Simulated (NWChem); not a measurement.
# Single-point calculation of CF2O (charge −1) (part 1 of 2)

System: CF2O, charge −1, multiplicity 2.
Method: HF/STO-3G, UHF (NWChem 7.3.0).

The geometry is that of the parent species in another charge or spin state. The geometry comes from this level: PBE0-D4/def2-TZVP.

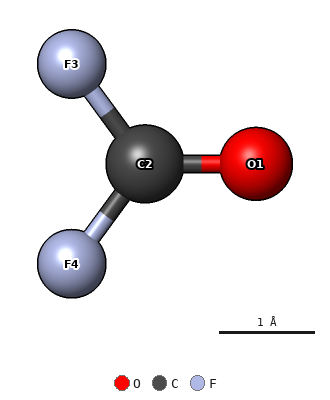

The structure as given in the input (ball-and-stick view, seen on its broad side; atoms are numbered from 1 in the order of the input).

## The input
```
start geom
memory 2200 mb
charge -1
geometry units angstrom noautosym nocenter noautoz
  O       -1.242660      -0.157400       0.153910
  C       -0.091830      -0.011630       0.011370
  F        0.845490      -0.826670       0.424670
  F        0.488990       0.995700      -0.589960
end
basis spherical bse
  * library STO-3G
end
scf
  doublet
  uhf
  thresh 1e-08
  maxiter 80
  print medium
end
task scf
```

Hardware: 1 thread of Intel Xeon @ 2.90GHz (Ice Lake), 12 GiB of memory available, shared host.

Launched with:
```bash
nwchem geom.nw > geom.out
```

## Output
```
Northwest Computational Chemistry Package (NWChem) 7.3.0
             --------------------------------------------------------

           Job information
           ---------------

    nwchem branch   = 7.3.0
    use scalapack   = T
    input           = geom.nw
    prefix          = geom.
    data base       = ./geom.db
    status          = startup
    nproc           =        1

           Memory information
           ------------------

    heap     =     72089600 doubles =      550.0 Mbytes
    stack    =     72089597 doubles =      550.0 Mbytes
    global   =    144179200 doubles =     1100.0 Mbytes (distinct from heap & stack)
    total    =    288358397 doubles =     2200.0 Mbytes
    verify   = yes
    hardfail = no

           Directory information
           ---------------------

  0 permanent = .
  0 scratch   = .

                                NWChem Input Module
                                -------------------

 Scaling coordinates for geometry "geometry" by  1.889725989
 (inverse scale =  0.529177249)

                             Geometry "geometry" -> ""
                             -------------------------

 Output coordinates in angstroms (scale by  1.889725989 to convert to a.u.)

  No.       Tag          Charge          X              Y              Z
 ---- ---------------- ---------- -------------- -------------- --------------
    1 O                    8.0000    -1.24266000    -0.15740000     0.15391000
    2 C                    6.0000    -0.09183000    -0.01163000     0.01137000
    3 F                    9.0000     0.84549000    -0.82667000     0.42467000
    4 F                    9.0000     0.48899000     0.99570000    -0.58996000

      Atomic Mass
      -----------

      O                 15.994910
      C                 12.000000
      F                 18.998400

 Effective nuclear repulsion energy (a.u.)     120.1364316426

            Nuclear Dipole moment (a.u.)
            ----------------------------
        X                 Y               Z
 ---------------- ---------------- ----------------
     2.8687174342     0.3633754103    -0.3554763557

            XYZ format geometry
            -------------------
     4
 geometry
 O                    -1.24266000    -0.15740000     0.15391000
 C                    -0.09183000    -0.01163000     0.01137000
 F                     0.84549000    -0.82667000     0.42467000
 F                     0.48899000     0.99570000    -0.58996000

 ==============================================================================
                                internuclear distances
 ------------------------------------------------------------------------------
       center one      |      center two      | atomic units |  angstroms
 ------------------------------------------------------------------------------
    2 C                |   1 O                |     2.20862  |     1.16875
    3 F                |   2 C                |     2.47379  |     1.30907
    4 F                |   2 C                |     2.47378  |     1.30907
 ------------------------------------------------------------------------------
                         number of included internuclear distances:          3
 ==============================================================================

 ==============================================================================
                                 internuclear angles
 ------------------------------------------------------------------------------
        center 1       |       center 2       |       center 3       |  degrees
 ------------------------------------------------------------------------------
    1 O                |   2 C                |   3 F                |   126.08
    1 O                |   2 C                |   4 F                |   126.08
    3 F                |   2 C                |   4 F                |   107.84
 ------------------------------------------------------------------------------
                            number of included internuclear angles:          3
 ==============================================================================

 Summary of "ao basis" -> "" (spherical)
 ------------------------------------------------------------------------------
       Tag                 Description            Shells   Functions and Types
 ---------------- ------------------------------  ------  ---------------------
 *                           STO-3G                   on all atoms

                      Basis "ao basis" -> "ao basis" (spherical)
                      -----
  [basis functions not shown]

 Summary of "ao basis" -> "ao basis" (spherical)
 ------------------------------------------------------------------------------
       Tag                 Description            Shells   Functions and Types
 ---------------- ------------------------------  ------  ---------------------
 O                           STO-3G                  3        5   2s1p
 C                           STO-3G                  3        5   2s1p
 F                           STO-3G                  3        5   2s1p

                                 NWChem SCF Module
                                 -----------------

  ao basis        = "ao basis"
  functions       =    20
  atoms           =     4
  alpha electrons =    17
  beta  electrons =    16
  charge          =  -1.00
  wavefunction    = UHF
  input vectors   = atomic
  output vectors  = ./geom.movecs
  use symmetry    = F
  symmetry adapt  = F

 Summary of "ao basis" -> "ao basis" (spherical)
 ------------------------------------------------------------------------------
       Tag                 Description            Shells   Functions and Types
 ---------------- ------------------------------  ------  ---------------------
 O                           STO-3G                  3        5   2s1p
 C                           STO-3G                  3        5   2s1p
 F                           STO-3G                  3        5   2s1p

 Forming initial guess at       0.0s

      Superposition of Atomic Density Guess
      -------------------------------------

 Sum of atomic energies:        -306.95891810

 Renormalizing density from      32.00 to     33

      Non-variational initial energy
      ------------------------------

 Total energy =    -313.045173
 1-e energy   =    -691.450603
 2-e energy   =     258.268998
 HOMO         =       0.748377
 LUMO         =       0.981657

 Starting SCF solution at       0.1s

 ----------------------------------------------
         Quadratically convergent UHF

 Convergence threshold     :          1.000E-08
 Maximum no. of iterations :           80
 Integral*density screening:          1.000E-10
 ----------------------------------------------

              iter       energy          gnorm     gmax       time
             ----- ------------------- --------- --------- --------
                 1     -306.9242098562  7.56D-01  2.85D-01      0.1
                 2     -307.0193753541  1.33D-01  5.19D-02      0.2
                 3     -307.0259492065  1.01D-02  6.79D-03      0.3
                 4     -307.0259940093  4.01D-05  2.16D-05      0.6
                 5     -307.0259940097  5.12D-10  2.07D-10      1.0

       Final UHF  results
       ------------------

         Total SCF energy =   -307.025994009721
      One electron energy =   -681.545113738650
      Two electron energy =    254.382688086360
 Nuclear repulsion energy =    120.136431642570

                       Sz =      0.5000
                 Sz(Sz+1) =      0.7500
                      S^2 =      0.7538

        Time for solution =      1.0s

          Final alpha eigenvalues
          -----------------------

              1
    1  -25.5686
    2  -25.5685
    3  -19.7439
    4  -10.7168
    5   -1.2398
    6   -1.1617
    7   -0.9418
    8   -0.4175
    9   -0.3249
   10   -0.3043
   11   -0.2478
   12   -0.1814
   13   -0.1303
   14   -0.1069
   15   -0.1003
   16    0.0205
   17    0.2586
   18    0.9791
   19    1.1368
   20    1.4885

          Final beta eigenvalues
          ----------------------

              1
    1  -25.5680
    2  -25.5678
    3  -19.7298
    4  -10.6987
    5   -1.2303
    6   -1.1594
    7   -0.8920
    8   -0.3893
    9   -0.3014
   10   -0.2558
   11   -0.2308
   12   -0.1553
   13   -0.1322
   14   -0.0888
   15    0.0363
   16    0.0589
   17    0.8203
   18    1.0333
   19    1.1578
   20    1.5268

                    UHF Final Alpha Molecular Orbital Analysis
                    ------------------------------------------

 Vector    5  Occ=1.000000D+00  E=-1.239842D+00
              MO Center=  5.4D-01,  6.8D-02, -6.6D-02, r^2= 1.2D+00
   Bfn.  Coefficient  Atom+Function         Bfn.  Coefficient  Atom+Function
  ----- ------------  ---------------      ----- ------------  ---------------
    12      0.606482  3 F  s                 17      0.606509  4 F  s
     7      0.233413  2 C  s                 11     -0.164330  3 F  s
    16     -0.164337  4 F  s

 Vector    6  Occ=1.000000D+00  E=-1.161683D+00
              MO Center=  6.0D-01,  7.5D-02, -7.4D-02, r^2= 1.4D+00
   Bfn.  Coefficient  Atom+Function         Bfn.  Coefficient  Atom+Function
  ----- ------------  ---------------      ----- ------------  ---------------
    12      0.683480  3 F  s                 17     -0.683454  4 F  s
    11     -0.180407  3 F  s                 16      0.180400  4 F  s

 Vector    7  Occ=1.000000D+00  E=-9.417559D-01
              MO Center= -8.8D-01, -1.1D-01,  1.1D-01, r^2= 7.0D-01
   Bfn.  Coefficient  Atom+Function         Bfn.  Coefficient  Atom+Function
  ----- ------------  ---------------      ----- ------------  ---------------
     2      0.756510  1 O  s                  7      0.228099  2 C  s
     1     -0.220762  1 O  s                  8     -0.202473  2 C  px
    12     -0.167999  3 F  s                 17     -0.167999  4 F  s

 Vector    8  Occ=1.000000D+00  E=-4.174870D-01
              MO Center=  4.1D-01,  5.2D-02, -5.0D-02, r^2= 1.7D+00
   Bfn.  Coefficient  Atom+Function         Bfn.  Coefficient  Atom+Function
  ----- ------------  ---------------      ----- ------------  ---------------
     7      0.514703  2 C  s                 19     -0.366637  4 F  py
    12     -0.359125  3 F  s                 17     -0.359130  4 F  s
    14      0.324403  3 F  py                 2     -0.297415  1 O  s
    13     -0.234281  3 F  px                 8      0.214928  2 C  px
    20      0.213020  4 F  pz                15     -0.171725  3 F  pz

 Vector    9  Occ=1.000000D+00  E=-3.248997D-01
              MO Center=  1.7D-01,  2.1D-02, -2.1D-02, r^2= 1.4D+00
   Bfn.  Coefficient  Atom+Function         Bfn.  Coefficient  Atom+Function
  ----- ------------  ---------------      ----- ------------  ---------------
    10      0.465556  2 C  pz                15      0.401598  3 F  pz
    20      0.401608  4 F  pz                 9      0.263945  2 C  py
     5      0.240613  1 O  pz                14      0.227684  3 F  py
    19      0.227690  4 F  py

 Vector   10  Occ=1.000000D+00  E=-3.042965D-01
              MO Center=  3.3D-01,  4.2D-02, -4.1D-02, r^2= 1.6D+00
   Bfn.  Coefficient  Atom+Function         Bfn.  Coefficient  Atom+Function
  ----- ------------  ---------------      ----- ------------  ---------------
    13      0.479596  3 F  px                18     -0.415814  4 F  px
     9      0.383878  2 C  py                12      0.237295  3 F  s
    17     -0.237291  4 F  s                  4      0.224937  1 O  py
    19     -0.219755  4 F  py                10     -0.213729  2 C  pz

 Vector   11  Occ=1.000000D+00  E=-2.478105D-01
              MO Center= -6.6D-02, -8.4D-03,  8.2D-03, r^2= 2.0D+00
   Bfn.  Coefficient  Atom+Function         Bfn.  Coefficient  Atom+Function
  ----- ------------  ---------------      ----- ------------  ---------------
     2      0.484611  1 O  s                 18      0.464969  4 F  px
    13      0.355765  3 F  px                 3     -0.335691  1 O  px
    14      0.331105  3 F  py                 8      0.283742  2 C  px
    19     -0.227159  4 F  py                 7     -0.207447  2 C  s
    15     -0.206235  3 F  pz
```
